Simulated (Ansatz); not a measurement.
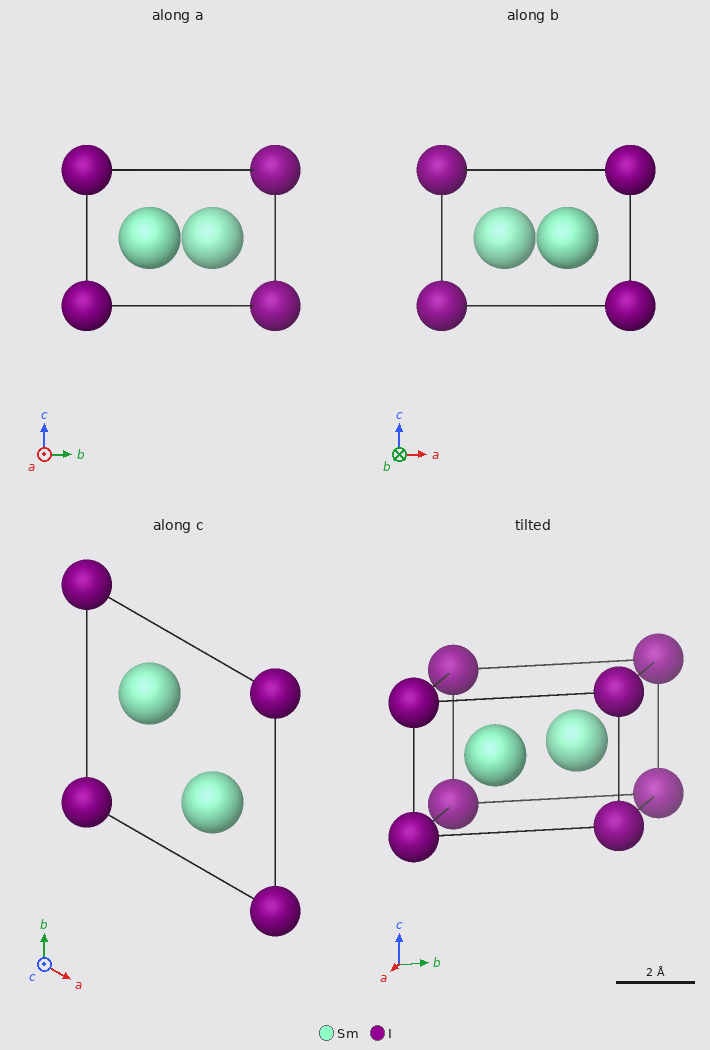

Crystal structure, spheres-only style, seen along the a axis, along the b axis, along the c axis and slightly off an axis. The wireframe shows the conventional unit cell.

Lattice parameters: a = 5.6204 Å, b = 5.6204 Å, c = 3.5083 Å, α = 90.000°, β = 90.000°, γ = 120.000°.

**Put the structure into a CIF with its space group and independent sites.**

```cif
data_structure
_symmetry_space_group_name_H-M 'P 6/m m m'
_symmetry_Int_Tables_number 191
_cell_length_a 5.6204
_cell_length_b 5.6204
_cell_length_c 3.5083
_cell_angle_alpha 90.000
_cell_angle_beta 90.000
_cell_angle_gamma 120.000
_cell_volume 95.98
loop_
_atom_site_label
_atom_site_type_symbol
_atom_site_symmetry_multiplicity
_atom_site_Wyckoff_symbol
_atom_site_fract_x
_atom_site_fract_y
_atom_site_fract_z
_atom_site_occupancy
Sm1 Sm 2 d 0.3333 0.6667 0.5000 1
I1 I 1 a 0.0000 0.0000 0.0000 1
```

The cell started as a structure type filled with these elements by a generator (whether the compound takes this form wasn't checked). The picture shows the end point of a geometry optimisation with Ansatz 0.2.0, DFT PBE, scalar-relativistic, plane waves, PAW; 4f electrons in the core of a trivalent norm-conserving potential.
